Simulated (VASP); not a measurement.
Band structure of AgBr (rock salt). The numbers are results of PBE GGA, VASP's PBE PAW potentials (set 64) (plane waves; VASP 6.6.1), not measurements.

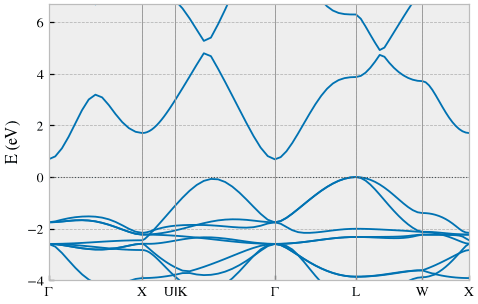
Bands along high-symmetry lines, zero at the valence-band maximum or, without a gap, the Fermi level

**Question.** Read the plot: is there a gap, and where are the band edges?

**Answer.** The gap is indirect, 0.69 eV, from the valence maximum at L to the conduction minimum at Γ. (Edges off the drawn lines would not show.)

The compound is AgBr in the rock salt structure. It was relaxed first.
